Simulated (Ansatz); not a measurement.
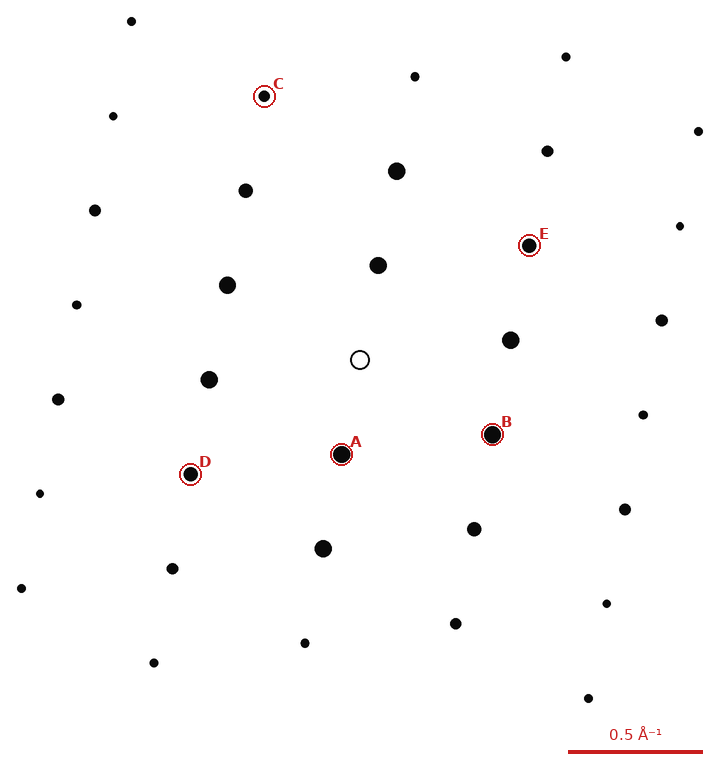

The pattern is a kinematic simulation for 80 kV electrons (no multiple scattering; isotropic B = 0.8 Å²). The zone axis points towards the electron source and the pattern is seen from the source side.

ReF3, space group Pm-3m (No. 221), a = 3.920 Å. Structure: the input geometry of an electronic-structure calculation (not necessarily at equilibrium); the starting structure was generated, so it need not be a known form of this composition.

Spot A is indexed -1 1 0 and spot B -1 0 2.

What are the indices of the remaining marked spots?

Answer. C = −2A − B = 3 -2 -2 (d = 0.951 Å). D = 2A − B = -1 2 -2 (d = 1.307 Å). E = −2A + B = 1 -2 2 (d = 1.307 Å).

Give [uvw].

Answer. The cross product of A and B is parallel to [221]; every spot obeys hu + kv + lw = 0.
